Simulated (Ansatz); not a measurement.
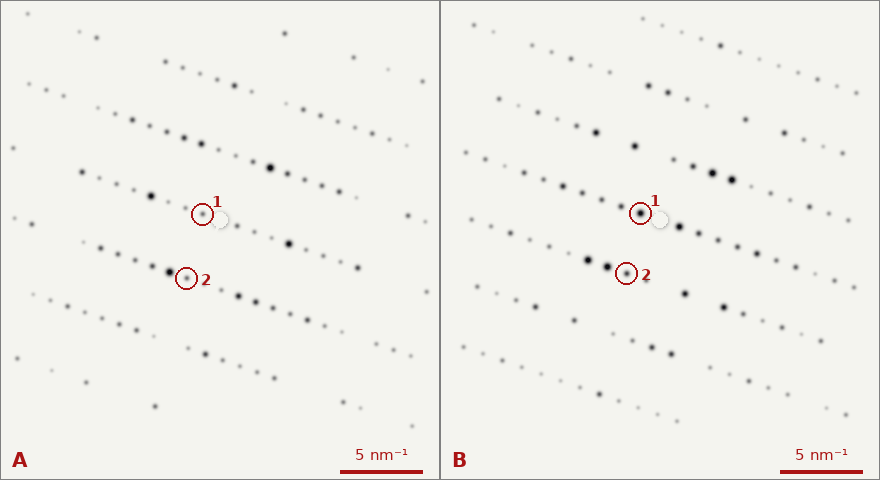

Kinematic electron diffraction patterns (200 kV, B = 0.5 Å², same scale) along [100] of the run's own cell, for the start and the end of one relaxation of Al2Si2C with DFT, PAW plane waves, r2scan in Ansatz. k mesh 8×8×8. The start is a generated model structure, and the relaxation ends in the nearest stationary point of its symmetry, not necessarily the ground state. Spot 1 is 0 0 -1 and spot 2 is 0 1 -1 in both.

Start structure:

```
Si Al C
1.0
     1.53005    2.65013    0.00000
    -1.53005    2.65013    0.00000
     0.00000   -1.76675    7.93379
Si Al C
2 2 1
Cartesian
  0.0000 1.7668 0.9679
  0.0000 1.7668 6.9659
  0.0000 0.0000 5.4743
  0.0000 3.5335 2.4595
  0.0000 0.0000 0.0000
```

### Which pattern belongs to the start structure, and which to the relaxed one?

B is the start: its cell gives d(1) = 7.934 Å, d(2) = 2.587 Å and an angle of 77.4°. A is the relaxed structure, with d(1) = 8.936 Å (+12.6 %), d(2) = 2.436 Å (-5.8 %) and 79.5°.

### Name reflections whose intensity changes strongly on relaxation.

0 2 6, 0 1 9, 0 0 9 fade out of sight; 0 1 3, 0 2 -4, 0 1 1 come into sight; 0 0 8 goes from 0.38 to 16 % of the strongest spot; 0 0 1 goes from 77 to 7 % of the strongest spot; 0 0 5 goes from 27 to 1.8 % of the strongest spot.

### Summarise the relaxation behind the change.

The volume changed by -1.6 % to 12.66 Å³ an atom; with the mean shift removed, the atoms moved by up to 0.57 Å relative to the cell (Al most); the space group stayed R-3m (No. 166); the free energy fell by 760 meV an atom. Relaxed cell: a = 2.860 Å, b = 2.860 Å, c = 9.087 Å, α = 99.05°, β = 99.05°, γ = 60.00°.
